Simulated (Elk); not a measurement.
# Optical conductivity and Kerr rotation of MnNi3, part 2 of 2

How strongly does MnNi3 turn reflected light?

Elk 11.2.3 (patched build); PBEsol; all-electron APW+lo, Dirac cores, scalar-relativistic bands with second-variational spin-orbit coupling.

So far. Step 2 (Self-consistent run): After 29 cycles the largest moment stands at 3.24 μB.

### 4. Optics with a broadening of 0.20 eV (continued)

Intraband term left out, so in a metal the low energies lack the Drude part. Table of optical conductivity by photon energy:

| photon energy (eV) | Re sigma xx (S/cm) | Im sigma xx (S/cm) | Re sigma xy (S/cm) | Im sigma xy (S/cm) | Re sigma zz (S/cm) | Im sigma zz (S/cm) |
| --- | --- | --- | --- | --- | --- | --- |
| 0 | 4883 | 0 | -215 | 0 | 4910 | 0 |
| 1 | 5044 | -1273 | -25.8 | -143 | 5047 | -1277 |
| 2 | 8115 | 1332 | -83.8 | 128 | 8110 | 1319 |
| 3 | 5036 | 2920 | -74.9 | -97.8 | 5036 | 2920 |
| 4 | 3636 | 2404 | 8.95 | -55.0 | 3638 | 2406 |
| 5 | 4730 | 2239 | 40.8 | -78.8 | 4729 | 2238 |
| 6 | 3259 | 2303 | 46.2 | -6.93 | 3260 | 2302 |
| 7 | 3357 | 2005 | 15.2 | 14.5 | 3358 | 2006 |
| 8 | 2956 | 2174 | 14.6 | -1.92 | 2956 | 2177 |

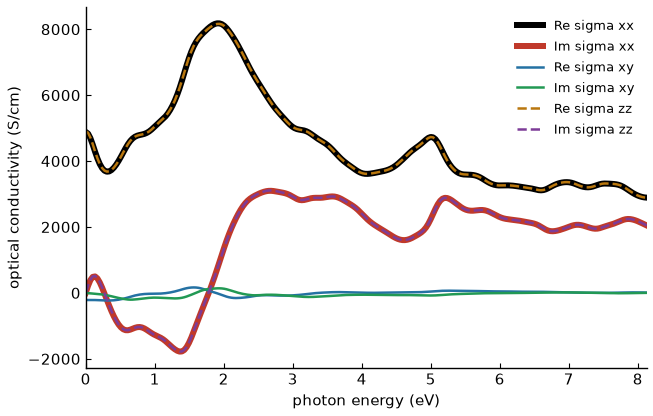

Optical conductivity against photon energy.

### 5. Optics with a broadening of 0.30 eV

The broadening stands for the lifetime of the excited states; it lowers and widens the peaks.

elk.in

```
tasks
  121
  122

xctype
  22

rgkmax
  7.0

nempty
  14

swidth
  0.011

reducebf
  0.5

epsengy
  1e-05

maxscl
  100

lmaxi
  3

spinpol
  .true.

spinorb
  .true.

cmagz
  .true.

intraband
  .false.

sppath
  './'

avec
  6.78978596578 0.00000000000 0.00000000000
  0.00000000000 6.78978596578 0.00000000000
  0.00000000000 0.00000000000 6.78978596578

atoms
  2
  'Mn.in'
  1
  0.0000000000 0.0000000000 0.0000000000   0.000000 0.000000 -0.000175
  'Ni.in'
  3
  0.0000000000 0.5000000000 0.5000000000   0.000000 0.000000 -0.000050
  0.5000000000 0.0000000000 0.5000000000   0.000000 0.000000 -0.000050
  0.5000000000 0.5000000000 0.0000000000   0.000000 0.000000 -0.000050

ngridk
  11 11 11

wplot
  240 100 0
  0.00000 0.30000

optcomp
  1 1
  1 2
  3 3
```

On the command line:

```bash
OMP_NUM_THREADS=4 elk
```

The log of the run:

```text
┌─────────────────────────────────┐
│ Elk code version 11.2.3 started │
└─────────────────────────────────┘

Info(readinput): the functional depends on the density's gradient
 muffin-tin radial points multiplied by    2.00000
 (not where nrmtscf is given)

┌────────────────────┐
│ Current task : 121 │
└────────────────────┘

Info(checkmt): changed muffin-tin radius of species 1 (Mn) from   2.4000 to   2.3756
Info(checkmt): changed muffin-tin radius of species 2 (Ni) from   2.4000 to   2.3756

Info(dielectric):
 dielectric tensor written to EPSILON_ij.OUT
 optical conductivity written to SIGMA_ij.OUT
 for components
  i = 1, j = 1
  i = 1, j = 2
  i = 3, j = 3

┌────────────────────┐
│ Current task : 122 │
└────────────────────┘

Warning(chksvso): spin-orbit splittings by the second variation are low [figures from our tests cut]: local-orbitals by j (lorbdm 7 and 8, zora) mend levels alone

Info(dielectric):
 dielectric tensor written to EPSILON_ij.OUT
 optical conductivity written to SIGMA_ij.OUT
 for components
  i = 1, j = 1
  i = 1, j = 2

Info(moke):
 complex Kerr angle in degrees written to KERR.OUT

┌──────────────────┐
│ Elk code stopped │
└──────────────────┘
```

Elapsed: 1.7 min, on 4 threads of Arm Neoverse V1, shared host; peak memory 0.05 GiB.

Intraband term left out, so in a metal the low energies lack the Drude part. Table of polar Kerr angle by photon energy; values in degrees:

| photon energy (eV) | rotation | ellipticity |
| --- | --- | --- |
| 0 | 0 | 0 |
| 1 | 0.148 | 0.190 |
| 2 | -0.0426 | -0.126 |
| 3 | 0.242 | -0.145 |
| 4 | 0.269 | 0.0412 |
| 5 | 0.267 | 0.210 |
| 6 | 0.0613 | 0.288 |
| 7 | -0.0879 | 0.116 |
| 8 | 0.0269 | 0.108 |

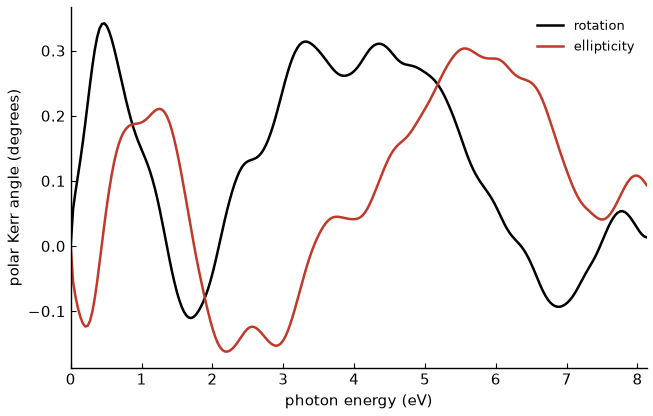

Polar Kerr angle against photon energy.

### 6. Another try

A slip in the input shows what the program catches and what it lets pass.

elk.in

```
tasks
  0

xctype
  22

rgkmax
  7.0

nempty
  0

swidth
  0.003

reducebf
  0.5

epsengy
  1e-05

maxscl
  50

lmaxi
  3

spinpol
  .true.

spinorb
  .true.

cmagz
  .true.

sppath
  './'

avec
  6.78978596578 0.00000000000 0.00000000000
  0.00000000000 6.78978596578 0.00000000000
  0.00000000000 0.00000000000 6.78978596578

atoms
  2
  'Mn.in'
  1
  0.0000000000 0.0000000000 0.0000000000   0.000000 0.000000 -0.175000
  'Ni.in'
  3
  0.0000000000 0.5000000000 0.5000000000   0.000000 0.000000 -0.050000
  0.5000000000 0.0000000000 0.5000000000   0.000000 0.000000 -0.050000
  0.5000000000 0.5000000000 0.0000000000   0.000000 0.000000 -0.050000

ngridk
  8 8 8
```

On the command line:

```bash
OMP_NUM_THREADS=4 elk
```

The log of the run:

```text
┌─────────────────────────────────┐
│ Elk code version 11.2.3 started │
└─────────────────────────────────┘

Error(readinput): nempty <= 0 :    0.000000000
```

Run time: 0.01 s. Hardware: 4 threads; peak memory 0.05 GiB.

The program refused the input before any cycle.

The fault put into the input: no empty states.

Spin-polarised states are built from the spinless ones, so without empty states the majority spin has nowhere to go; ten or more an atom are usual.

### 7. The strongest peak

The largest local extreme of the rotation above 1.5 eV, for majority spin along +z:

| broadening (eV) | energy (eV) | rotation (°) | ellipticity (°) | rotation at 1.96 eV (°) |
| --- | --- | --- | --- | --- |
| 0.20 | 3.27 | 0.359 | -0.057 | -0.103 |
| 0.30 | 3.30 | 0.314 | -0.044 | -0.058 |

### 8. Results

```json
{"net spin moment": "4.80 μB a cell", "strongest peak above 1.5 eV": "0.36° at 3.3 eV", "rotation at 1.96 eV": "-0.10°"}
```

**Reading.** Above 1.5 eV the rotation peaks at 3.27 eV, with 0.36° for majority spin along +z at a broadening of 0.20 eV. The run's majority spin points along +z; the magnetisation points the other way, and the angle changes sign with it. The intraband (Drude) term is left out, which matters in a metal: most under about 1.5 eV, and higher wherever the diagonal response is small. Between 0.3 and 1.5 eV the same spectrum reaches a larger 0.45° at 0.41 eV, where it is less sure. These are independent-particle spectra on a 11×11×11 mesh, not shown converged.

[Logs and program files are shortened in this print: banners, set-up blocks, solver, clock and traceback lines can be left out without a mark of their own.]

[Logs are printed without paths, hosts, clocks, repeated set-up lines and the standing remarks that a program may print on its own settings, such as how far it seeks lower states.]

[Hosts, paths, dates, database ids (printed as entryN), source tags and the programs' standing remarks are cut or masked in the printed files.]

[Where a cell is said to come from a database of computed structures, the database is the Materials Project.]
